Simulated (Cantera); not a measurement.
Charge: 1 mol SiH2Cl2, 5 mol N2, held at 1725 K.

Method: chemical equilibrium by Gibbs-energy minimisation in Cantera with the NASA 1993 tables (ideal gas, pure condensed phases). Candidate condensed phases: NH4Cl, Si, Si3N4; 28 gas species. The tables' values for SiCl3, SiCl, SiN are old estimates; treat these amounts as uncertain. Rates play no part.

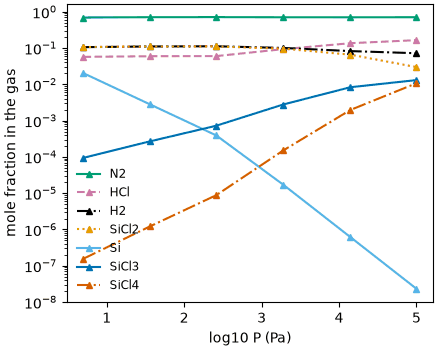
Figure. Equilibrium gas composition (values under 1e-9 drawn at 1e-9)

From 5.00e-5 bar to 0.00260 bar the condensed part is Si(l). From 0.0190 bar to 1.00 bar the condensed part is Si3N4(s). The main Si-bearing gas is SiCl2 throughout. The share of Si in condensed phases is highest at 1.00 bar (64.7 %) and lowest at 5.00e-5 bar (5.6 %).
